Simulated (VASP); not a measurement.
Band structure of CdSe (zinc blende). Calculation: PBE GGA, VASP's PBE PAW potentials (set 64) (plane waves; VASP).

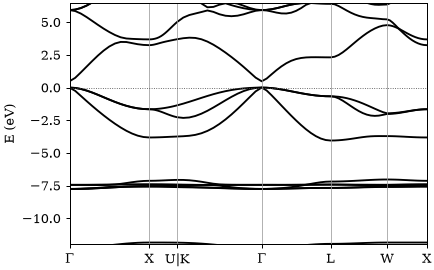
Bands along high-symmetry lines, zero at the valence-band maximum or, without a gap, the Fermi level

**Question.** Read the plot: is there a gap, and where are the band edges?

**Answer.** The gap is direct, 0.48 eV, from the valence maximum at Γ to the conduction minimum at Γ. (Edges off the drawn lines would not show.)

The compound is CdSe in the zinc blende structure, whereas wurtzite is the usual form. It was relaxed first, which changed the volume by +8 %.
